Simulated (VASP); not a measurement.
Band structure of CoGa (CsCl type). Computed with RPBE GGA, VASP's PBE PAW potentials (set 64) (plane waves; VASP).

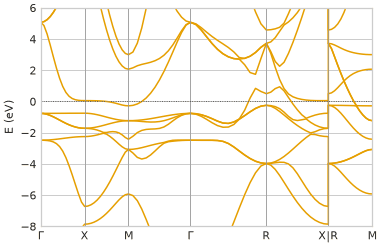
*Bands along high-symmetry lines, zero at the valence-band maximum or, without a gap, the Fermi level*

Task: Read the plot: is there a gap, and where are the band edges?

Result: It has no gap at this level: it comes out as a metal or semimetal. (Edges off the drawn lines would not show.)

The compound is CoGa in the CsCl type structure. It was relaxed first. The run is not spin-polarised, so no magnetic state was tried.
